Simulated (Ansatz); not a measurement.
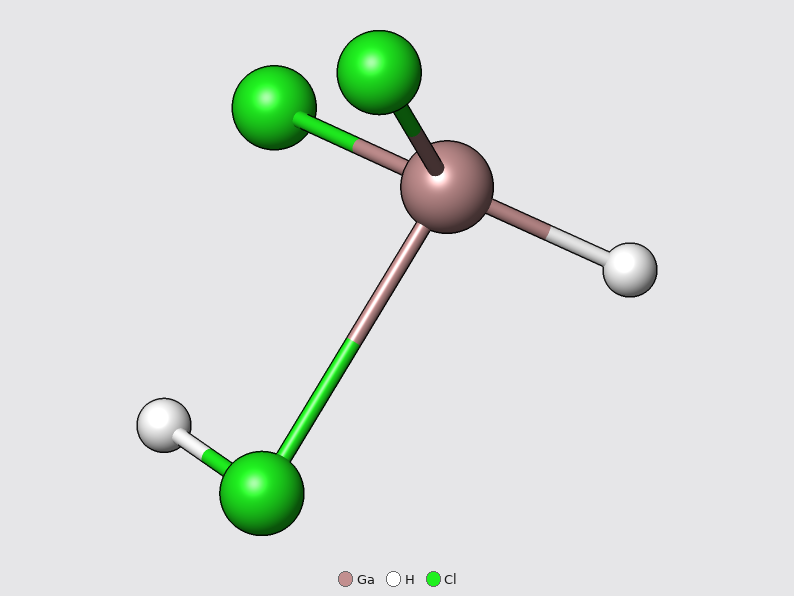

Harmonic vibrations computed with RKS PBE0-D4/def2-TZVP (Ansatz 0.2.0) at a stationary point of the same level.

**How many imaginary frequencies does it have?**

A minimum: no imaginary frequency, and the lowest mode lies at 77 cm⁻¹.

**How many vibrational modes are there, and where do they lie?**

12 modes: 77, 101, 120, 128, 185, 359, 402, 434, 517, 597, 2062, 2900 cm⁻¹.
